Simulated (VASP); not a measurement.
Band structure of ZnSnP$_{2}$ (relaxed from the chalcopyrite structure, space group I-42d). Method: PBEsol GGA, VASP's PBE PAW potentials (set 64) (plane waves; VASP).

Unless said otherwise, spin-orbit coupling is left out, though it shifts the bands of the heavy elements here.

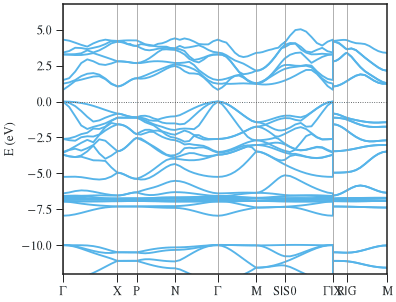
*Bands along high-symmetry lines, zero at the valence-band maximum or, without a gap, the Fermi level*

Question: Read the plot: is there a gap, and where are the band edges?

Answer: The gap is direct, 0.82 eV, from the valence maximum at Γ to the conduction minimum at Γ. (Edges off the drawn lines would not show.)

The structure was generated: ZnSnP2 was put into the chalcopyrite type (I-42d), which need not be its known phase. It was relaxed first.
